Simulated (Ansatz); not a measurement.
**Run report: C$_{2}$H$_{6}$ClNOSi, geometry relaxation (part 2 of 2)**

Continued. System: C$_{2}$H$_{6}$ClNOSi. Method: RKS CAM-B3LYP-D4/STO-3G (Ansatz 0.2.0). It belongs to a series of runs on one base structure; here: start relaxed.

Geometry of the input (Å):
```
C  -1.5288  -1.2766  0.6250
N  -0.5072  -0.6046  -0.1141
C  0.2503  0.3781  0.4557
O  0.2636  0.7458  1.6342
Si 1.6176  1.2611  -0.5982
Cl 1.4417  0.6433  -2.5356
H  -1.7744  -2.1883  0.1440
H  -1.2553  -1.3700  1.6508
H  -2.4515  -0.5656  0.6087
H  -0.4304  -0.7637  -1.0898
H  1.4263  2.7473  -0.5996
H  3.0248  0.9379  -0.1470
```

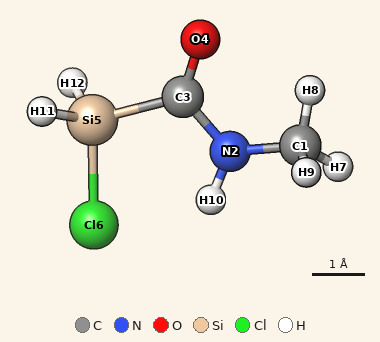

The geometry at step 10 of the log (ball-and-stick view, seen at a tilt; atoms are numbered from 1 in the order of the input).

Trajectory as extended XYZ, continued:
```
12
Properties=species:S:1:pos:R:3:forces:R:3 step=4 energy=-25804.96943
C    -1.5618   -1.2304    0.5961    0.0749  -0.0636   0.0177
N    -0.4589   -0.5462   -0.1123    0.0190  -0.0634  -0.1001
C     0.3296    0.4367    0.5331    0.1408   0.2635   0.7290
O     0.2125    0.7110    1.7577   -0.0625  -0.2310  -0.6213
Si    1.6404    1.2740   -0.5885   -0.1921  -0.1205  -0.1626
Cl    1.3590    0.5431   -2.5486   -0.0031   0.0165   0.1072
H    -1.7476   -2.2158    0.1375    0.0384   0.0676   0.0269
H    -1.2602   -1.3692    1.6484   -0.0215   0.0417  -0.0680
H    -2.4998   -0.6474    0.5786   -0.0351   0.0189  -0.0227
H    -0.3756   -0.6566   -1.1443   -0.0245   0.0577   0.0908
H     1.4550    2.7017   -0.6331    0.0235   0.0225  -0.0052
H     2.9841    0.9439   -0.1906    0.0422  -0.0099   0.0081
12
Properties=species:S:1:pos:R:3:forces:R:3 step=5 energy=-25804.98075
C    -1.5536   -1.2262    0.5878    0.0460  -0.0076  -0.0243
N    -0.4483   -0.5403   -0.1117    0.0452  -0.0565  -0.0251
C     0.3386    0.4342    0.5508   -0.0816   0.1227   0.3614
O     0.2017    0.6922    1.7720    0.0289  -0.1051  -0.2617
Si    1.6325    1.2706   -0.5836    0.0321  -0.0173  -0.0249
Cl    1.3168    0.5174   -2.5241   -0.0007   0.0010  -0.0351
H    -1.7192   -2.2183    0.1395   -0.0091   0.0144   0.0129
H    -1.2641   -1.3467    1.6442   -0.0164   0.0404  -0.0157
H    -2.4958   -0.6501    0.5473   -0.0342  -0.0241  -0.0080
H    -0.3732   -0.6260   -1.1456   -0.0032   0.0362   0.0441
H     1.4589    2.7007   -0.6409    0.0028  -0.0133  -0.0036
H     2.9825    0.9372   -0.2015   -0.0099   0.0091  -0.0199
12
Properties=species:S:1:pos:R:3:forces:R:3 step=6 energy=-25804.98521
C    -1.5510   -1.2237    0.5820   -0.0006   0.0086  -0.0132
N    -0.4387   -0.5400   -0.1066    0.0183  -0.0462   0.0093
C     0.3434    0.4330    0.5659   -0.1124  -0.0193   0.0702
O     0.2040    0.6738    1.7867    0.0493   0.0049  -0.0185
Si    1.6285    1.2668   -0.5811    0.0941   0.0518   0.0028
Cl    1.2904    0.5177   -2.5191   -0.0036  -0.0117  -0.0451
H    -1.6968   -2.2265    0.1514   -0.0098  -0.0040   0.0175
H    -1.2807   -1.3166    1.6460   -0.0131   0.0284  -0.0135
H    -2.5003   -0.6606    0.5111    0.0032  -0.0320  -0.0136
H    -0.3673   -0.6078   -1.1416   -0.0051   0.0270   0.0084
H     1.4624    2.6975   -0.6446   -0.0050  -0.0111   0.0139
H     2.9828    0.9311   -0.2160   -0.0152   0.0035  -0.0182
12
Properties=species:S:1:pos:R:3:forces:R:3 step=7 energy=-25804.98877
C    -1.5517   -1.2247    0.5803    0.0236   0.0432  -0.0568
N    -0.4374   -0.5452   -0.1093    0.0320  -0.0168   0.0352
C     0.3445    0.4261    0.5667   -0.0547  -0.0098   0.0384
O     0.2116    0.6585    1.7893    0.0384   0.0093   0.0095
Si    1.6296    1.2651   -0.5802    0.0567   0.0329   0.0073
Cl    1.2834    0.5301   -2.5229   -0.0094  -0.0027  -0.0289
H    -1.6780   -2.2437    0.1863   -0.0013  -0.0520  -0.0205
H    -1.2942   -1.2741    1.6481    0.0098   0.0194   0.0745
H    -2.5067   -0.6795    0.4778   -0.0465   0.0017  -0.0305
H    -0.3760   -0.5882   -1.1457   -0.0347  -0.0182  -0.0293
H     1.4670    2.6965   -0.6317   -0.0062  -0.0052   0.0091
H     2.9846    0.9239   -0.2246   -0.0076  -0.0018  -0.0080
12
Properties=species:S:1:pos:R:3:forces:R:3 step=8 energy=-25804.98382 accepted=F
C    -1.5545   -1.2227    0.5712   -0.3015  -0.2259   0.3338
N    -0.4224   -0.5675   -0.1116    0.0613   0.1203  -0.1161
C     0.3590    0.3989    0.5781    0.1075  -0.0428  -0.1380
O     0.2519    0.5959    1.8078   -0.0117   0.0335   0.0894
Si    1.6341    1.2586   -0.5762   -0.0741   0.0018   0.0175
Cl    1.2203    0.5892   -2.5342    0.0185   0.0310   0.0607
H    -1.5897   -2.3103    0.3173   -0.0314   0.5711   0.1642
H    -1.3674   -1.0941    1.6658   -0.1486  -0.0993  -0.6148
H    -2.5365   -0.7515    0.3153    0.4515  -0.2703   0.1079
H    -0.3966   -0.5361   -1.1538   -0.0702  -0.0948   0.1085
H     1.4850    2.6929   -0.5798    0.0083  -0.0154   0.0050
H     2.9935    0.8914   -0.2659   -0.0096  -0.0093  -0.0182
12
Properties=species:S:1:pos:R:3:forces:R:3 step=9 energy=-25804.99557
C    -1.5547   -1.2219    0.5779    0.0313   0.0296  -0.0276
N    -0.4318   -0.5543   -0.1117   -0.0374  -0.0399   0.0442
C     0.3552    0.4102    0.5690   -0.0132   0.0068   0.0178
O     0.2344    0.6268    1.7959    0.0280   0.0062  -0.0091
Si    1.6316    1.2637   -0.5792    0.0263   0.0093   0.0128
Cl    1.2595    0.5665   -2.5320   -0.0085   0.0054  -0.0028
H    -1.6374   -2.2713    0.2543    0.0029  -0.0152  -0.0017
H    -1.3336   -1.1852    1.6557   -0.0025   0.0181   0.0132
H    -2.5204   -0.7149    0.4003   -0.0066  -0.0122  -0.0270
H    -0.3871   -0.5800   -1.1500   -0.0155  -0.0049  -0.0158
H     1.4726    2.6964   -0.6005    0.0011  -0.0067   0.0053
H     2.9886    0.9088   -0.2455   -0.0058   0.0035  -0.0094
12
Properties=species:S:1:pos:R:3:forces:R:3 step=10 energy=-25804.99911
C    -1.5575   -1.2201    0.5749   -0.0840  -0.0544   0.0986
N    -0.4280   -0.5628   -0.1123   -0.0255   0.0011  -0.0082
C     0.3645    0.3965    0.5719    0.0344  -0.0142   0.0042
O     0.2578    0.5979    1.8026   -0.0049   0.0054  -0.0078
Si    1.6351    1.2614   -0.5758   -0.0163   0.0117  -0.0203
Cl    1.2274    0.6025   -2.5358    0.0054   0.0058   0.0122
H    -1.5953   -2.2970    0.3212   -0.0106   0.1856   0.0688
H    -1.3756   -1.0977    1.6597   -0.0540  -0.0278  -0.2088
H    -2.5322   -0.7546    0.3205    0.1569  -0.1027   0.0357
H    -0.3978   -0.5714   -1.1523    0.0062   0.0062   0.0181
H     1.4829    2.6951   -0.5723    0.0051  -0.0117   0.0147
H     2.9953    0.8949   -0.2681   -0.0126  -0.0049  -0.0072
12
Properties=species:S:1:pos:R:3:forces:R:3 step=11 energy=-25805.00131
C    -1.5583   -1.2184    0.5738   -0.0847  -0.0515   0.0777
N    -0.4236   -0.5664   -0.1096   -0.0181   0.0033   0.0002
C     0.3720    0.3893    0.5760   -0.0305   0.0225  -0.0682
O     0.2611    0.5944    1.8053    0.0192  -0.0012   0.0262
Si    1.6319    1.2614   -0.5783    0.0494  -0.0200   0.0236
Cl    1.2104    0.6251   -2.5430   -0.0176   0.0200   0.0292
H    -1.5769   -2.3021    0.3550   -0.0133   0.1303   0.0508
H    -1.4032   -1.0605    1.6571   -0.0191  -0.0229  -0.1700
H    -2.5336   -0.7773    0.2848    0.1404  -0.0692   0.0221
H    -0.3872   -0.5759   -1.1494   -0.0092  -0.0055   0.0217
H     1.4918    2.6960   -0.5464   -0.0051  -0.0148  -0.0123
H     2.9924    0.8790   -0.2912   -0.0114   0.0091  -0.0010
12
Properties=species:S:1:pos:R:3:forces:R:3 step=12 energy=-25805.00237
C    -1.5582   -1.2176    0.5706   -0.0958  -0.0303   0.0576
N    -0.4178   -0.5706   -0.1073   -0.0243   0.0366  -0.0039
C     0.3701    0.3927    0.5769    0.1190  -0.1240  -0.0210
O     0.2754    0.5804    1.8101   -0.0535   0.0704   0.0294
Si    1.6356    1.2592   -0.5760   -0.0514   0.0512   0.0021
Cl    1.1601    0.6683   -2.5431    0.0258  -0.0012   0.0272
H    -1.5446   -2.3109    0.4134   -0.0044   0.0722   0.0230
H    -1.4475   -0.9991    1.6473    0.0192  -0.0187  -0.1130
H    -2.5318   -0.8200    0.2238    0.1078  -0.0413   0.0138
H    -0.3724   -0.5843   -1.1465   -0.0427   0.0085   0.0022
H     1.5144    2.6953   -0.5240    0.0220  -0.0222   0.0035
H     2.9935    0.8513   -0.3111   -0.0217  -0.0013  -0.0210
12
Properties=species:S:1:pos:R:3:forces:R:3 step=13 energy=-25805.00339
C    -1.5446   -1.2356    0.5778   -0.0849   0.0913   0.0111
N    -0.4262   -0.5651   -0.1142   -0.0037  -0.0143   0.0172
C     0.3458    0.4161    0.5637    0.0419  -0.0209   0.0092
O     0.2145    0.6412    1.7879    0.0057  -0.0064  -0.0118
Si    1.6431    1.2509   -0.5756   -0.0598   0.0560   0.0012
Cl    1.1485    0.7292   -2.5560    0.0049  -0.0252   0.0239
H    -1.4953   -2.3290    0.4502    0.0159  -0.0322   0.0027
H    -1.4422   -0.9827    1.6452    0.0198  -0.0134  -0.0086
H    -2.5278   -0.8800    0.2203    0.0295  -0.0130  -0.0066
H    -0.4071   -0.5666   -1.1535    0.0181  -0.0154  -0.0372
H     1.5871    2.6882   -0.4908    0.0135   0.0055   0.0119
H     2.9809    0.7780   -0.3209   -0.0009  -0.0118  -0.0130
12
Properties=species:S:1:pos:R:3:forces:R:3 step=14 energy=-25805.00485
C    -1.5517   -1.2260    0.5724   -0.0476   0.0139   0.0290
N    -0.4185   -0.5717   -0.1106    0.0145   0.0075   0.0029
C     0.3637    0.3981    0.5722   -0.0124   0.0136  -0.0253
O     0.2395    0.6143    1.7983   -0.0002  -0.0083   0.0357
Si    1.6387    1.2593   -0.5728   -0.0122  -0.0405  -0.0109
Cl    1.1357    0.7036   -2.5424    0.0120   0.0178  -0.0016
H    -1.5132   -2.3217    0.4482   -0.0018   0.0245   0.0073
H    -1.4541   -0.9736    1.6413    0.0021  -0.0096  -0.0427
H    -2.5275   -0.8595    0.2034    0.0552  -0.0201   0.0116
H    -0.3836   -0.5809   -1.1501    0.0015  -0.0007  -0.0044
H     1.5610    2.6965   -0.4923   -0.0005  -0.0112  -0.0026
H     2.9868    0.8063   -0.3335   -0.0105   0.0133   0.0011
12
Properties=species:S:1:pos:R:3:forces:R:3 step=15 energy=-25805.00509
C    -1.5531   -1.2247    0.5734   -0.0301  -0.0057   0.0141
N    -0.4180   -0.5738   -0.1095    0.0078   0.0098  -0.0039
C     0.3638    0.3961    0.5730    0.0086  -0.0078  -0.0208
O     0.2439    0.6085    1.8004   -0.0047   0.0027   0.0072
Si    1.6362    1.2574   -0.5744    0.0133   0.0050  -0.0079
Cl    1.1435    0.7103   -2.5488   -0.0055  -0.0022   0.0157
H    -1.5161   -2.3206    0.4519   -0.0028   0.0161   0.0058
H    -1.4561   -0.9705    1.6415    0.0023  -0.0029  -0.0250
H    -2.5270   -0.8578    0.2021    0.0312  -0.0115   0.0065
H    -0.3818   -0.5843   -1.1491   -0.0092   0.0006   0.0004
H     1.5560    2.6942   -0.4931   -0.0032  -0.0063   0.0037
H     2.9855    0.8099   -0.3334   -0.0077   0.0022   0.0042
12
Properties=species:S:1:pos:R:3:forces:R:3 step=16 energy=-25805.00519
C    -1.5525   -1.2247    0.5734    0.0057  -0.0049  -0.0002
N    -0.4180   -0.5739   -0.1108    0.0052   0.0041  -0.0025
C     0.3637    0.3962    0.5716    0.0074  -0.0035  -0.0117
O     0.2429    0.6092    1.7989   -0.0039  -0.0007   0.0057
Si    1.6371    1.2572   -0.5746   -0.0022  -0.0002   0.0075
Cl    1.1400    0.7105   -2.5476    0.0030   0.0018   0.0050
H    -1.5141   -2.3204    0.4551   -0.0001  -0.0051   0.0022
H    -1.4560   -0.9675    1.6399    0.0041   0.0046   0.0094
H    -2.5255   -0.8604    0.2009   -0.0113   0.0042  -0.0086
H    -0.3839   -0.5833   -1.1504   -0.0047   0.0014   0.0002
H     1.5574    2.6937   -0.4901   -0.0011  -0.0022  -0.0034
H     2.9855    0.8082   -0.3321   -0.0023   0.0004  -0.0037
```

Summary:

```json
{"quantity": "outcome", "value": "converged"}
{"quantity": "total energy", "value": "−25805.0053 eV"}
{"quantity": "mean-field energy", "value": "−25804.7546 eV"}
{"quantity": "largest force (length of the vector) at the end", "value": "0.015 eV/Å"}
{"quantity": "wall time", "value": "33 s"}
{"quantity": "peak memory", "value": "0.19 GiB"}
```
